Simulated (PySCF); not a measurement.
# C3H9FSSi2: electronic excitations

Aim: predict the electronic excitations of C3H9FSSi2 (`FC/C=C\[SiH2]S[SiH3]`).

Programs: PySCF 2.14.0, with density-fitted response routines of our own. Each step states its level of theory. These are calculated values for one molecule in the gas phase, unless marked as measured. Atoms count from 0, in the outputs and in this text.

### Step 1. The molecule as given

16 atoms, charge 0, multiplicity 1; geometry from: GFN2-xTB.

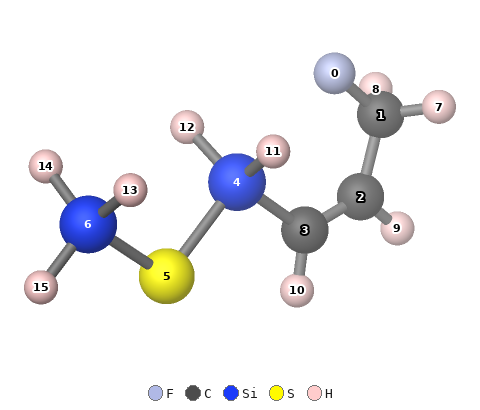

As it starts; fluorine light blue, carbon dark grey, silicon blue, sulfur yellow, hydrogen pink, atoms numbered.

### Step 2. Excited states and response: B3LYP/def2-SVPD

What the job is given:

```
{"job": {"kind": "uv", "xc": "B3LYP", "basis": "def2-SVPD", "nstates": 8, "ntriplets": 3}, "charge": 0, "multiplicity": 1}
F     -1.927344    -1.486861     0.659690
C     -2.909399    -0.577202     0.353227
C     -2.366839     0.719867    -0.147316
C     -1.087878     1.026340    -0.301998
Si     0.369959    -0.098714     0.069622
S      2.045299     1.168461    -0.454309
Si     3.733447    -0.070686    -0.050196
H     -3.494224    -0.425222     1.269676
H     -3.547971    -1.047438    -0.405619
H     -3.153870     1.426172    -0.385328
H     -0.846254     2.012263    -0.676648
H      0.508646    -0.431873     1.483515
H      0.438446    -1.275794    -0.790174
H      3.719473    -0.438622     1.360445
H      3.650266    -1.266748    -0.879694
H      4.860645     0.775002    -0.398208
```

With the program's defaults for keys left out, this is: TDDFT B3LYP/def2-SVPD, vertical, gas phase, core orbitals frozen in the response.

Command:

```sh
$ OMP_NUM_THREADS=1 python probes_run.py task.json out
```

This one command runs all jobs of the session in turn.

What will the session give for the following? lowest singlet (B3LYP/def2-SVPD); brightest single state of those computed; lowest triplet. Wanted: lowest singlet; brightest single state of those computed; lowest triplet.

As calculated:

```
                                quantity                        value
        lowest singlet (B3LYP/def2-SVPD)  5.12 eV (242 nm), f = 0.020
brightest single state of those computed  state 8, 6.75 eV, f = 0.424
                          lowest triplet                      4.30 eV
```

In words: The first singlet state (HOMO→LUMO 0.99) lies at 5.12 eV and is weak; of the 8 states computed, the strongest absorption comes from states 7 to 8 together at 6.75 eV (the last computed, so partners may be missing). The lowest triplet lies 0.82 eV below the lowest singlet (triplets in Tamm-Dancoff, singlets in full TDDFT).
